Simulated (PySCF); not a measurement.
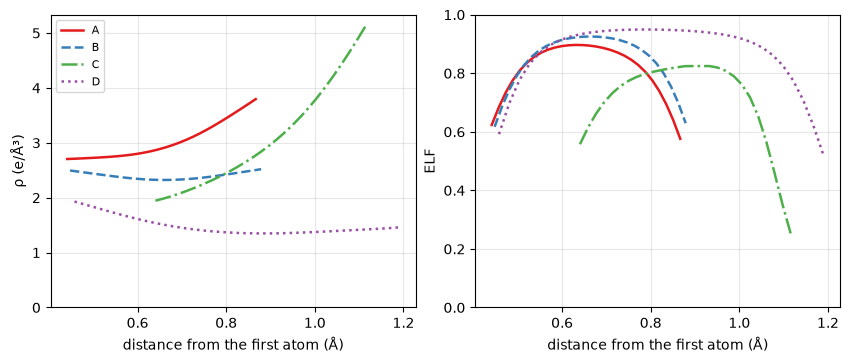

Figure. C$_{3}$H$_{4}$NO$_{3}$S (SMILES [H]/N=C(/C=C)S(=O)(=O)[O-]) (charge −1). Total electron density and ELF along straight lines between neighbouring atoms. The curves leave out the atomic cores.

Geometry: GFN2-xTB.

Method: PySCF, PBE0/pcSseg-1, SCF density, gas phase, non-relativistic.

```yaml
atoms:
  - { symbol: C, position_ang: [1.4483, -0.1095, -1.1266] }
  - { symbol: C, position_ang: [1.0086, 0.8306, -0.3004] }
  - { symbol: C, position_ang: [-0.1525, 0.6088, 0.5281] }
  - { symbol: N, position_ang: [-0.5418, 1.4137, 1.4166] }
  - { symbol: S, position_ang: [-1.1229, -0.9144, 0.2287] }
  - { symbol: O, position_ang: [-0.2203, -2.0291, 0.5271] }
  - { symbol: O, position_ang: [-2.2332, -0.7827, 1.1761] }
  - { symbol: O, position_ang: [-1.5298, -0.8460, -1.1752] }
  - { symbol: H, position_ang: [0.9433, -1.0584, -1.1676] }
  - { symbol: H, position_ang: [2.3066, 0.0437, -1.7641] }
  - { symbol: H, position_ang: [1.4882, 1.8023, -0.2184] }
  - { symbol: H, position_ang: [-1.3933, 1.0403, 1.8496] }
```

Question: Which curve belongs to which contact (C–C, C–N, C–S and S–O)? The first atom named is at distance zero.

Answer: Curve A: C–N (1.26 Å): ρ at the midpoint is about 2.8 e/Å³; the ELF peaks at about 0.90 between the atoms (a multiple bond). Curve B: C–C (1.33 Å): ρ is about 2.3 e/Å³ halfway; the ELF peaks at about 0.95 between the atoms: a multiple bond. Curve C: S–O (1.46 Å): ρ is about 2.2 e/Å³ halfway; the ELF peaks at about 0.80 between the atoms, as expected for a polar covalent bond. Curve D: C–S (1.83 Å): the density is about 1.4 e/Å³ at the midpoint; the ELF peaks at about 0.95 between the atoms (a covalent bond).
